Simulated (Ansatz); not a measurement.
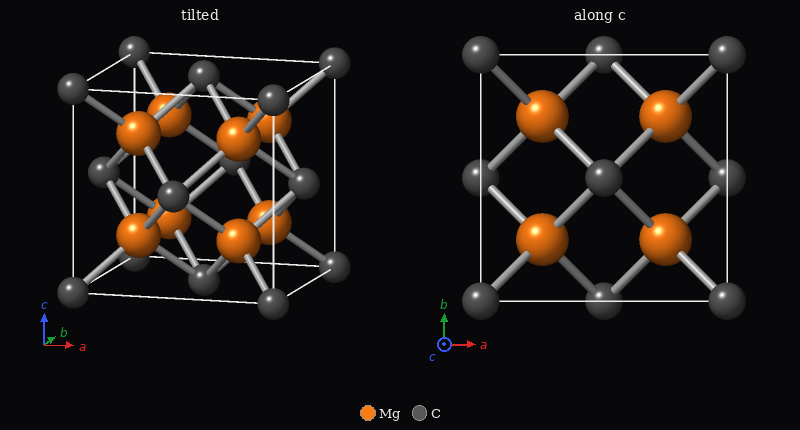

Shown here is a ball-and-stick view of the crystal, taken slightly off an axis and along the c axis. The parallelepiped is the drawn cell (a repeat of the simulation cell).

Mg2C, a = 5.475 Å, b = 5.475 Å, c = 5.424 Å, α = 90.00°, β = 90.00°, γ = 90.00°. Strictly the space group is I4/mmm (No. 139, within 0.01 Å). It is a distorted form of a face-centred cubic structure, space group Fm-3m (No. 225) within 0.25 Å: antifluorite. The model was built from a structure type filled with these elements by a generator (whether the compound takes this form wasn't checked). The cell was then strained or its atoms displaced on purpose. A calculation with Ansatz used it as input.

This one geometry was computed with Ansatz (DFT, plane waves, PAW) at three levels of theory: r2SCAN, PBE and HSE06. It was relaxed with r2SCAN and then strained.

Q: Which level gives the highest pressure at this volume, and what does that say about its equilibrium volume?

A: Highest: PBE (0.1 GPa), which points to the largest equilibrium volume. Lowest, with the smallest volume: r2SCAN (-1.9 GPa) and HSE06 (-2.3 GPa). Levels within 0.5 GPa of each other can't be told apart.

Q: How does the band gap change with the level of theory?

A: PBE: a gap of 0.70 eV, indirect; r2SCAN: a gap of 1.06 eV, indirect; HSE06: a gap of 1.34 eV, indirect.

Q: Collect the results in a table.

A:
| level | cutoff (eV) | k-mesh of the run's cell | gap (eV) | pressure (GPa) |
| --- | --- | --- | --- | --- |
| r2SCAN | 500 | 8×8×8 | 1.06 | -1.9 |
| PBE | 420 | 8×8×8 | 0.70 | 0.1 |
| HSE06 | 420 | 6×6×6 | 1.34 | -2.3 |

Gaps are taken on the k-mesh or band path of each run.
